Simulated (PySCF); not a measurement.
Coordinates of C₆H₁₄Zn (Zn(iPr)2), SMILES C[CH](C)[Zn][CH](C)C, singlet (Å):

```xyz
21

Zn    -0.0007    -0.0125     0.0058
C     -0.0234    -0.0151     1.9804
C     -0.6678    -1.2813     2.5402
C     -0.6893     1.2424     2.5364
H      1.0378    -0.0046     2.2948
H     -0.1588    -2.1992     2.2038
H     -1.7267    -1.3711     2.2422
H     -0.6541    -1.2900     3.6471
H     -0.6685     1.2592     3.6431
H     -0.2004     2.1681     2.1918
H     -1.7516     1.3096     2.2443
C      0.0132    -0.0064    -1.9690
C      0.7176    -1.2342    -2.5407
C      0.6029     1.2877    -2.5257
H     -1.0510    -0.0528    -2.2706
H      0.2658    -2.1794    -2.1980
H      1.7848    -1.2649    -2.2603
H      0.6857    -1.2436    -3.6471
H      0.5816     1.3020    -3.6325
H      0.0574     2.1821    -2.1825
H      1.6588     1.4202    -2.2330
```

Vertical TDDFT excitations, B3LYP/def2-SVPD, PySCF, at a PBE0-D3(BJ)/def2-SVP geometry (no frequency check), gas phase.

Predict the low-lying singlet excitations and the spectrum.

Answer. The lowest singlet lies at 4.55 eV (273 nm, f = 0.000); the brightest of the first 15 is S8 at 6.57 eV (189 nm), f = 0.417, mainly HOMO → LUMO+4 (96 %) (S6/S7 lies within 0.06 eV, too close to order). No singlet lies below 3.1 eV (beyond 400 nm), so at this level no vertical transition falls in the visible.


```tsv
state	E (eV)	λ (nm)	f	main character
S1	4.55	273	0.000	HOMO → LUMO (100 %)
S2	4.66	266	0.000	HOMO → LUMO+1 (99 %)
S3	5.21	238	0.148	HOMO → LUMO+2 (98 %)
S4	6.04	205	0.000	HOMO → LUMO+3 (94 %)
S5	6.44	193	0.054	HOMO−1 → LUMO (96 %)
S6/S7	6.56	189	0.079	HOMO−1 → LUMO+1/LUMO+2
S8	6.57	189	0.417	HOMO → LUMO+4 (96 %)
S9	6.91	179	0.001	HOMO → LUMO+5 (97 %)
S10	7.06	176	0.000	HOMO → LUMO+6 (98 %)
S11	7.15	173	0.022	HOMO → LUMO+7 (89 %)
S12	7.21	172	0.000	HOMO → LUMO+8 (93 %)
S13	7.51	165	0.007	HOMO → LUMO+9 (98 %)
S14	7.64	162	0.088	HOMO−2 → LUMO (93 %)
S15	7.67	162	0.000	HOMO−3 → LUMO (90 %)
```

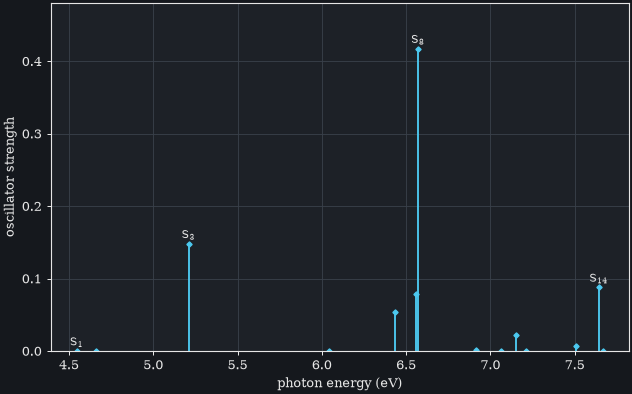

The lowest 15 singlet states are shown. States within 0.01 eV of each other are merged, with their strengths summed. The highest state may be half of a pair whose partner wasn't computed.

Note: states above the negative HOMO energy depend on the basis; one conformer of a flexible molecule; core orbitals are frozen in the response.
